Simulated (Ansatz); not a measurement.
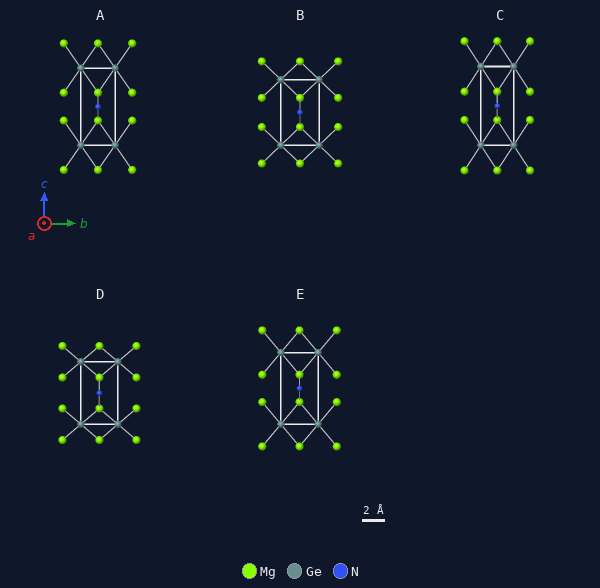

5 geometries from one relaxation of solid Mg$_{2}$GeN (a generated structure, set up in Pmmm) (coarse preliminary run), in shuffled order. Style: ball-and-stick. Shown: the cell of the calculation, along the a axis.

Computed with DFT PBE, scalar-relativistic, plane waves, PAW (Ansatz). Set-up: plane-wave cutoff 420 eV; k-point mesh 6 × 6 × 4; occupations gaussian; smearing width 0.1 eV; no spin polarisation; cell and atoms relaxed; force threshold 0.04 eV/Å; at most 70 steps.

**Order the frames from highest to lowest energy.**

D, B, E, A, C. They are steps 0, 1, 3, 5, 12, at +847 meV per atom, +360 meV per atom, +115 meV per atom, +37.5 meV per atom relative to the last. Over 10 accepted moves (12 points after the start) the energy falls by 847 meV per atom. The largest force component goes from 5.3 to 0.0095 eV/Å. The pressure goes from 15.63 to −0.01 GPa. At 2 points the geometry stayed and the basis and grid were re-selected for the new cell (energy shift of 23.9 meV per atom at most each time). The largest moves relative to the cell, 0.50 Å, are those of Mg atoms. Ge and N stay in place. The drawn cell changes as follows: a 3.300 → 3.078 Å (−6.7 %), b 3.474 → 3.075 Å (−11.5 %), c 5.866 → 7.395 Å (+26.1 %); the volume changes by +4.1 %. Among the contacts that change: Ge–Mg 2.281 → 2.822 Å, Mg–Mg 2.909 → 2.662 Å, Mg–N 2.200 → 2.035 Å. Bond angles that change, for instance: Ge–Mg–Ge 99.2° → 66.0°, Mg–Ge–Mg 99.2° → 66.0°, Mg–Ge–Mg 80.8° → 114.0°. The space group stays Pmmm (No. 47).
